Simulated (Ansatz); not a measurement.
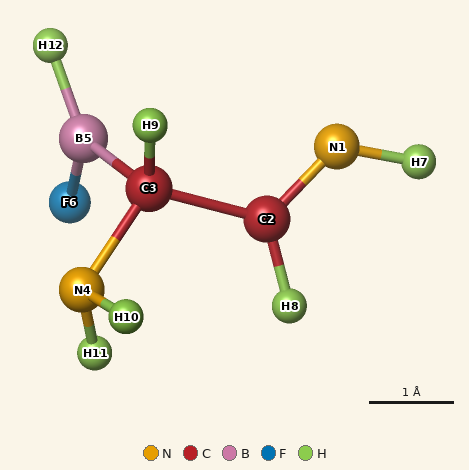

Figure 1. The input geometry (ball-and-stick view, seen at a tilt; atoms are numbered from 1 in the order of the input).

# Run report: C₂H₆BFN₂, geometry relaxation (part 1 of 2)

C₂H₆BFN₂, SMILES N=CC(N)BF, computed with RKS r2SCAN-D4/STO-3G (Ansatz 0.2.0).

It belongs to a series of runs on one base structure; here: end point A relaxed. Figures and captions count atoms from 1; the log counts them from 0 in places.

**What the program printed**
```
The last accepted step is kept in [file] (removed where the run ends without a failure and the disk answers)
Engine: ansatz 0.2.0, aarch64-unknown-linux-gnu
Functional definition: r2SCAN
  parameter k0 = 0.174
  parameter k1 = 0.065
  parameter a1 = 4.9479
  exchange = r2scan_x(k0 = k0, k1 = k1, a1 = a1)
  correlation = r2scan_c
551 factors; integrals over basis functions are off by at most 1.7e-5 eV
mean field evaluation 1: about -8425.2336 eV, gradient 2.5e1 eV
mean field evaluation 2: about -8420.3445 eV, gradient 4.9e1 eV
mean field evaluation 4: about -8427.0749 eV, gradient 1.4e0 eV
mean field evaluation 8: about -8426.9338 eV, gradient 2.8e-2 eV
mean field -8426.93379332 eV, -309.6841049235 hartree, gradient 6.0e-5 eV, S^2 0.000000; 0 other end points of the search recorded, 0 dependent functions left out
the calculation of the forces begins
reference -8426.93379939 eV, -309.6841051467 hartree; 23, 23 occupied and 13, 13 virtual orbitals, 551 factors
relax step   1: F+E_penalty+E_count = -8426.99243388 eV  Δ(F+E_penalty+E_count) = +0.000e0 eV  max|allowed force component| = 6.266e0 eV/Å  Δτ_max = 0.0000 Å  (23 SCF iters, accepted)
these checks for a lower state are left out or cut short: starts, cluster_reference, orbital_swaps, neighbouring_geometries, increment
551 factors; integrals over basis functions are off by at most 1.8e-5 eV
mean field evaluation 16: about -8428.0522 eV, gradient 8.6e-1 eV
mean field -8427.90063562 eV, -309.7196357227 hartree, gradient 1.2e-5 eV, S^2 0.000000; 0 other end points of the search recorded, 0 dependent functions left out
[... from here on the field's lines of each further geometry are left out, up to the last ...]
relax step   2: F+E_penalty+E_count = -8427.95864853 eV  Δ(F+E_penalty+E_count) = -9.662e-1 eV  max|allowed force component| = 3.460e0 eV/Å  Δτ_max = 0.1946 Å  (32 SCF iters, accepted)
relax step   3: F+E_penalty+E_count = -8428.14597074 eV  Δ(F+E_penalty+E_count) = -1.873e-1 eV  max|allowed force component| = 2.201e0 eV/Å  Δτ_max = 0.1367 Å  (32 SCF iters, accepted)
relax step   4: F+E_penalty+E_count = -8428.23073041 eV  Δ(F+E_penalty+E_count) = -8.476e-2 eV  max|allowed force component| = 1.242e0 eV/Å  Δτ_max = 0.2000 Å  (27 SCF iters, accepted)
relax step   5: F+E_penalty+E_count = -8428.32147610 eV  Δ(F+E_penalty+E_count) = -9.075e-2 eV  max|allowed force component| = 2.683e-1 eV/Å  Δτ_max = 0.1198 Å  (27 SCF iters, accepted)
relax step   6: F+E_penalty+E_count = -8428.33549195 eV  Δ(F+E_penalty+E_count) = -1.402e-2 eV  max|allowed force component| = 3.277e-1 eV/Å  Δτ_max = 0.0589 Å  (26 SCF iters, accepted)
relax step   7: F+E_penalty+E_count = -8428.34875457 eV  Δ(F+E_penalty+E_count) = -1.326e-2 eV  max|allowed force component| = 2.499e-1 eV/Å  Δτ_max = 0.0820 Å  (26 SCF iters, accepted)
relax step   8: F+E_penalty+E_count = -8428.36089614 eV  Δ(F+E_penalty+E_count) = -1.214e-2 eV  max|allowed force component| = 4.644e-1 eV/Å  Δτ_max = 0.1001 Å  (26 SCF iters, accepted)
relax step   9: F+E_penalty+E_count = -8428.36968209 eV  Δ(F+E_penalty+E_count) = -8.786e-3 eV  max|allowed force component| = 1.170e0 eV/Å  Δτ_max = 0.1516 Å  (27 SCF iters, accepted)
relax step  10: F+E_penalty+E_count = -8428.37339399 eV  Δ(F+E_penalty+E_count) = -3.712e-3 eV  max|allowed force component| = 1.119e0 eV/Å  Δτ_max = 0.0862 Å  (26 SCF iters, accepted)
relax step  11: F+E_penalty+E_count = -8428.40176579 eV  Δ(F+E_penalty+E_count) = -2.837e-2 eV  max|allowed force component| = 2.888e-1 eV/Å  Δτ_max = 0.2000 Å  (25 SCF iters, accepted)
relax step  12: F+E_penalty+E_count = -8428.41264753 eV  Δ(F+E_penalty+E_count) = -1.088e-2 eV  max|allowed force component| = 2.778e-1 eV/Å  Δτ_max = 0.0627 Å  (26 SCF iters, accepted)
relax step  13: F+E_penalty+E_count = -8428.41855473 eV  Δ(F+E_penalty+E_count) = -5.907e-3 eV  max|allowed force component| = 3.486e-1 eV/Å  Δτ_max = 0.0912 Å  (27 SCF iters, accepted)
relax step  14: F+E_penalty+E_count = -8428.42667095 eV  Δ(F+E_penalty+E_count) = -8.116e-3 eV  max|allowed force component| = 1.165e-1 eV/Å  Δτ_max = 0.0432 Å  (28 SCF iters, accepted)
relax step  15: F+E_penalty+E_count = -8428.43099193 eV  Δ(F+E_penalty+E_count) = -4.321e-3 eV  max|allowed force component| = 6.714e-2 eV/Å  Δτ_max = 0.0759 Å  (26 SCF iters, accepted)
relax step  16: F+E_penalty+E_count = -8428.43331771 eV  Δ(F+E_penalty+E_count) = -2.326e-3 eV  max|allowed force component| = 7.027e-2 eV/Å  Δτ_max = 0.0691 Å  (27 SCF iters, accepted)
relax step  17: F+E_penalty+E_count = -8428.43490508 eV  Δ(F+E_penalty+E_count) = -1.587e-3 eV  max|allowed force component| = 1.087e-1 eV/Å  Δτ_max = 0.0666 Å  (26 SCF iters, accepted)
relax step  18: F+E_penalty+E_count = -8428.43570782 eV  Δ(F+E_penalty+E_count) = -8.027e-4 eV  max|allowed force component| = 1.973e-1 eV/Å  Δτ_max = 0.0484 Å  (27 SCF iters, accepted)
relax step  19: F+E_penalty+E_count = -8428.43754137 eV  Δ(F+E_penalty+E_count) = -1.834e-3 eV  max|allowed force component| = 1.539e-1 eV/Å  Δτ_max = 0.0485 Å  (27 SCF iters, accepted)
relax step  20: F+E_penalty+E_count = -8428.43559891 eV  Δ(F+E_penalty+E_count) = +1.942e-3 eV  max|allowed force component| = 3.051e-1 eV/Å  Δτ_max = 0.0758 Å  (28 SCF iters, rejected (line search))
relax step  21: F+E_penalty+E_count = -8428.43858429 eV  Δ(F+E_penalty+E_count) = -1.043e-3 eV  max|allowed force component| = 1.095e-1 eV/Å  Δτ_max = 0.0372 Å  (27 SCF iters, accepted)
relax step  22: F+E_penalty+E_count = -8428.43953049 eV  Δ(F+E_penalty+E_count) = -9.462e-4 eV  max|allowed force component| = 1.273e-1 eV/Å  Δτ_max = 0.0617 Å  (27 SCF iters, accepted)
relax step  23: F+E_penalty+E_count = -8428.44029406 eV  Δ(F+E_penalty+E_count) = -7.636e-4 eV  max|allowed force component| = 3.951e-2 eV/Å  Δτ_max = 0.0242 Å  (28 SCF iters, accepted)
relax step  24: F+E_penalty+E_count = -8428.43994231 eV  Δ(F+E_penalty+E_count) = +3.517e-4 eV  max|allowed force component| = 1.174e-1 eV/Å  Δτ_max = 0.0144 Å  (29 SCF iters, rejected (line search))
relax step  25: F+E_penalty+E_count = -8428.44044664 eV  Δ(F+E_penalty+E_count) = -1.526e-4 eV  max|allowed force component| = 2.886e-2 eV/Å  Δτ_max = 0.0064 Å  (29 SCF iters, accepted)
relax step  26: F+E_penalty+E_count = -8428.44049854 eV  Δ(F+E_penalty+E_count) = -5.190e-5 eV  max|allowed force component| = 2.538e-2 eV/Å  Δτ_max = 0.0119 Å  (28 SCF iters, accepted)
relax step  27: F+E_penalty+E_count = -8428.44054003 eV  Δ(F+E_penalty+E_count) = -4.149e-5 eV  max|allowed force component| = 1.797e-2 eV/Å  Δτ_max = 0.0085 Å  (29 SCF iters, accepted)
relax step  28: F+E_penalty+E_count = -8428.44055762 eV  Δ(F+E_penalty+E_count) = -1.759e-5 eV  max|allowed force component| = 1.631e-2 eV/Å  Δτ_max = 0.0085 Å  (23 SCF iters, accepted)
the calculation of the forces begins
reference -8428.38298833 eV, -309.7373618580 hartree; 23, 23 occupied and 13, 13 virtual orbitals, 552 factors
relax step  29: F+E_penalty+E_count = -8428.44056816 eV  Δ(F+E_penalty+E_count) = -1.054e-5 eV  max|allowed force component| = 1.435e-2 eV/Å  Δτ_max = 0.0052 Å  (22 SCF iters, accepted)
552 factors; integrals over basis functions are off by at most 2.1e-5 eV
mean field evaluation 224: about -8428.3830 eV, gradient 9.3e-4 eV
```

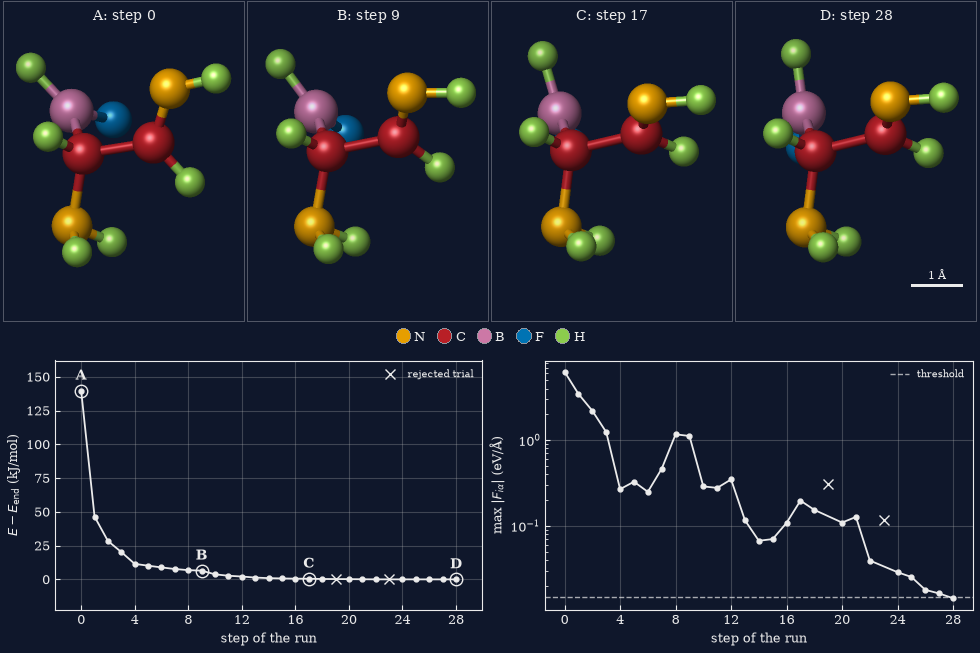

Figure 2. Frames of the relaxation (ball-and-stick view, seen at a tilt) above the curves, on which the letters mark them (the first geometry is step 0 here and step 1 in the log).

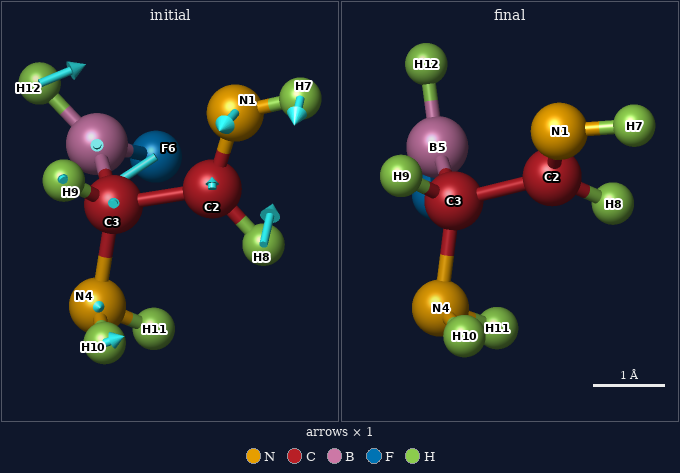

Figure 3. Before (left) and after (right) the relaxation, at one scale (ball-and-stick view, seen at a tilt). The teal arrows give the displacements, at true length. The atom that moves furthest after the best rigid fit is F6 (0.99 Å). By element the largest moves are F 0.99 Å, H 0.82 Å, N 0.68 Å, C 0.18 Å, B 0.17 Å. Distances before and after: B5–F6 1.451 → 1.311 Å, N1–C2 1.228 → 1.317 Å, N1–H7 1.022 → 1.079 Å, C3–H9 1.056 → 1.107 Å. Among the angles that change: C2–N1–H7 124.8° → 105.5°, N4–C3–B5 104.7° → 111.0°, C3–N4–H11 109.3° → 103.5°. The energy falls by 139.7 kJ/mol in 28 geometry steps. The largest force component goes from 6.3 to 0.014 eV/Å. The line search rejected the trial steps at points 19, 23 (counted from 0) and went back. (Atoms are counted from 1 in the order of the input.)

```
mean field -8428.38298223 eV, -309.7373616340 hartree, gradient 2.4e-5 eV, S^2 0.000000; 1 other end points of the search recorded, 0 dependent functions left out
the calculation of the forces begins
reference -8428.38298833 eV, -309.7373618580 hartree; 23, 23 occupied and 13, 13 virtual orbitals, 552 factors
Total energy: -8428.44057426 eV, -309.7394781018 hartree
Atom 0 at    -2.075791     0.100022     0.776699 Å, force     0.007276    -0.000591     0.002445 eV/Å
Atom 1 at    -0.788283    -0.173667     0.733435 Å, force    -0.006014     0.001057    -0.005322 eV/Å
Atom 2 at     0.037114     0.170853    -0.525321 Å, force    -0.000629     0.001194     0.006311 eV/Å
Atom 3 at     0.666021    -1.082190    -1.151721 Å, force    -0.000422    -0.001648     0.001397 eV/Å
Atom 4 at     1.156355     1.265349    -0.182607 Å, force     0.012752     0.003628    -0.001689 eV/Å
Atom 5 at     2.419566     0.917525    -0.140010 Å, force    -0.014347     0.003687    -0.000117 eV/Å
Atom 6 at    -2.415758    -0.266620     1.732727 Å, force    -0.000334    -0.001760    -0.002728 eV/Å
Atom 7 at    -0.218005    -0.694681     1.535373 Å, force     0.000699     0.001718     0.001262 eV/Å
Atom 8 at    -0.671738     0.593745    -1.263532 Å, force    -0.000318     0.000820    -0.000049 eV/Å
Atom 9 at    -0.136599    -1.781659    -1.175762 Å, force     0.000249     0.000142     0.000073 eV/Å
Atom 10 at     1.255759    -1.486024    -0.362100 Å, force    -0.000603     0.000502    -0.000958 eV/Å
Atom 11 at     0.848459     2.382148     0.056920 Å, force     0.001693    -0.008750    -0.000627 eV/Å
Dipole moment:     0.183855    -0.262762     0.441632 e Å
```

**Trajectory as extended XYZ (Å, eV, eV/Å), 18 of the 29 frames kept, from step=1 to step=29**
```
12
Properties=species:S:1:pos:R:3:forces:R:3 step=1 energy=-8426.99243
N    -1.6338    0.3668    1.1950   -3.9048   6.2664   0.1189
C    -0.7925   -0.3510    0.6602    1.6056  -2.8491  -0.1744
C    -0.0570    0.1031   -0.5713    3.3755  -0.1154   1.5547
N     0.7964   -0.9972   -1.1560   -2.1004  -0.3491  -3.2779
B     0.9844    1.2747   -0.1970    3.3310  -0.3135   3.6409
F     2.0398    1.0747    0.7789   -3.8875   0.4614  -3.6952
H    -2.1862    0.1066    2.0148   -0.2205  -1.5451   1.4919
H    -0.5614   -1.3107    1.0864    1.1127  -1.9222   0.0269
H    -0.7401    0.5066   -1.2688   -1.2981   0.3954  -1.6673
H     0.0418   -1.7293   -1.4549    1.3651   0.5428   0.4304
H     1.3173   -1.4579   -0.4047    0.4365  -0.5731   1.6142
H     0.8684    2.3584   -0.6485    0.1848   0.0014  -0.0631
12
Properties=species:S:1:pos:R:3:forces:R:3 step=3 energy=-8428.14597
N    -1.7808    0.4582    1.2077    0.2502  -0.0608  -0.4999
C    -0.8312   -0.3193    0.7115   -0.2159  -0.3120   0.8218
C    -0.0129    0.1105   -0.5528   -0.9440   0.4327  -1.0207
N     0.7825   -1.0024   -1.2374    0.7494   0.0562   0.8946
B     1.0240    1.2944   -0.2196    1.6204   0.0129   2.2006
F     1.9865    1.0172    0.7040   -1.4700   0.4345  -1.7085
H    -2.2436    0.0040    2.0813    0.6595  -0.2651  -0.4409
H    -0.4832   -1.3097    1.1453   -0.2901   0.5485  -0.1930
H    -0.7385    0.4720   -1.3265    0.2369  -0.0441   0.4766
H     0.0935   -1.7717   -1.4547   -0.4771  -0.1347   0.0048
H     1.3041   -1.4352   -0.4061    0.0000   0.0035  -0.4314
H     0.9767    2.4266   -0.6185   -0.1193  -0.6716  -0.1040
12
Properties=species:S:1:pos:R:3:forces:R:3 step=4 energy=-8428.23073
N    -1.7800    0.4589    1.1381   -0.0914  -0.0276   0.7051
C    -0.7900   -0.2808    0.6952   -0.3195  -0.3139  -0.6441
C    -0.0452    0.1337   -0.6031    0.1250  -0.3575   0.2487
N     0.7920   -0.9984   -1.2183   -0.0853   0.1841  -0.2105
B     0.9737    1.2776   -0.1391   -0.7477  -0.2373  -1.1567
F     1.8220    0.9188    0.7608    1.2424   0.1128   1.0846
H    -2.0827    0.0011    2.0767   -0.0651   0.0795  -0.3925
H    -0.4170   -1.2342    1.1440    0.0729   0.2314   0.1790
H    -0.7537    0.5171   -1.3561   -0.0633  -0.1299  -0.0201
H     0.0858   -1.7604   -1.4342   -0.0935  -0.0652   0.0214
H     1.3102   -1.4270   -0.3934   -0.0996   0.1281   0.0458
H     0.9621    2.3384   -0.6365    0.1250   0.3956   0.1393
12
Properties=species:S:1:pos:R:3:forces:R:3 step=6 energy=-8428.33549
N    -1.8200    0.4310    1.1354   -0.0416  -0.0489   0.0977
C    -0.8203   -0.3004    0.6929    0.0704  -0.0089   0.0144
C    -0.0248    0.1315   -0.5715   -0.1313  -0.0352  -0.0107
N     0.7695   -1.0043   -1.2215    0.0214  -0.0290   0.0206
B     1.0256    1.2842   -0.1691    0.2833  -0.1047   0.3277
F     1.9749    0.9858    0.6976   -0.2337   0.1368  -0.3193
H    -2.1681   -0.0525    2.0380    0.0455  -0.0091  -0.1777
H    -0.4296   -1.2301    1.1763   -0.0296   0.1100   0.0083
H    -0.7421    0.5084   -1.3238    0.0459   0.0580   0.0354
H     0.0414   -1.7587   -1.4005   -0.0189  -0.0189   0.0124
H     1.3028   -1.4283   -0.4036    0.0016  -0.0144  -0.0262
H     0.9677    2.3782   -0.6162   -0.0130  -0.0356   0.0172
```
